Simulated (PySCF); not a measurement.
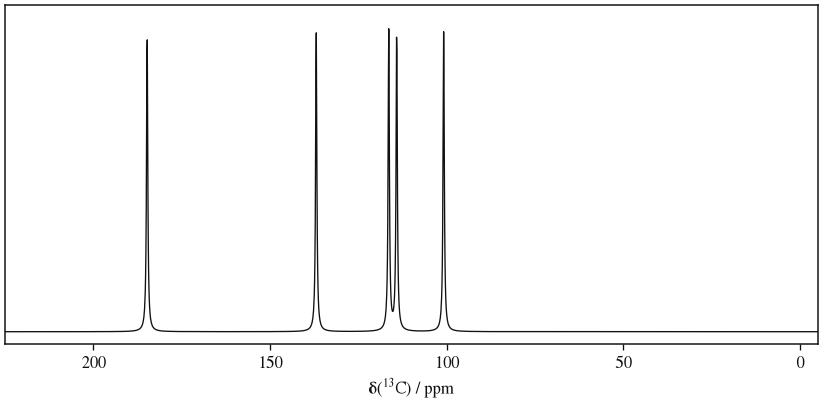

GIAO shifts, PBE0/pcSseg-1, PySCF 2.14.0, at a GFN2-xTB geometry (no frequency check), against TMS for ¹³C computed at the same level. Gas phase, fully decoupled, line heights follow the number of nuclei, widths are arbitrary (no quadrupolar broadening); values of one conformer, averaged over methyl-type rotors and exact or near symmetry.

### Which molecule was computed?
A. C₈H₆FN (4-fluoro-3-methylbenzonitrile), SMILES Cc1cc(C#N)ccc1F
B. C₅HClFNS, SMILES N#Cc1c(Cl)csc1F
C. C₇H₉FO, SMILES O=C1C[C@@H]2C[C@@H](F)[C@H]1C2
D. C₆H₇ClF₂, SMILES C/C=C1/[C@@H](F)C[C@]1(F)Cl

B. Its ¹³C signals: 184.8 (1 C), 136.9 (1 C), 116.4 (1 C), 114.1 (1 C), 100.8 (1 C) ppm.

Caveats: the tight-binding geometry is rougher than a DFT one and adds to the error.
